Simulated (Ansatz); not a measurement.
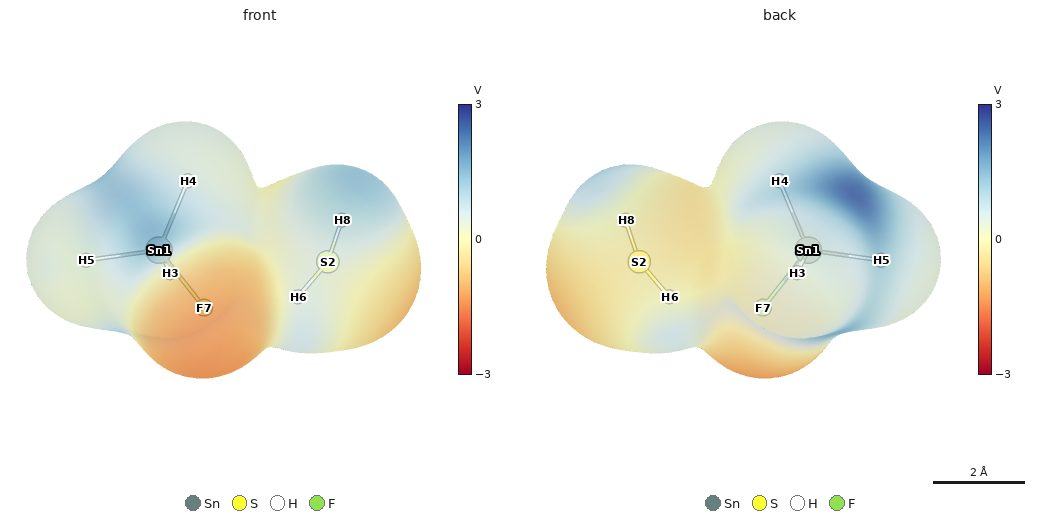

Figure 1: FH$_{3}$Sn···H$_{2}$S. The electrostatic potential painted on the density surface at 0.002 e/bohr³, seen from the front and from behind; red is negative and blue positive.

The product side of a reaction path; geometry: PBE0-D4/def2-TZVP; core potentials replace the inner electrons of Sn.

The calculation used RKS PBE0-D4/def2-TZVPP (Ansatz).

Input

```
crystal:
  periodic: [false, false, false]
  atoms:
    - {symbol: Sn, position_ang: [-0.983704, -0.736716, -0.652320]}
    - {symbol: S, position_ang: [1.346922, 1.846616, 0.773652]}
    - {symbol: H, position_ang: [-0.983847, 0.582402, -1.719821]}
    - {symbol: H, position_ang: [-1.554091, -0.403916, 0.911907]}
    - {symbol: H, position_ang: [-1.649870, -2.153800, -1.323493]}
    - {symbol: H, position_ang: [1.766344, 0.626966, 0.389901]}
    - {symbol: F, position_ang: [0.881547, -1.213528, -0.424197]}
    - {symbol: H, position_ang: [1.176799, 1.451976, 2.044471]}
basis:
  gaussian: {orbitals: def2-TZVPP}
hamiltonian: {xc: pbe0, dispersion: d4}
output: {orbitals: {seedname: orbitals}}
```

Run with:

```sh
ansatz run in.yaml --threads 4 --pin off --events-out ev --progress --plain --max-ram 9574MiB
```

**Describe the electrostatic potential map.**

The most negative region (about −1.4 V, or −32 kcal/mol for a unit charge) lies over F7, the most positive (about +2.5 V, or +58 kcal/mol for a unit charge) over Sn1.
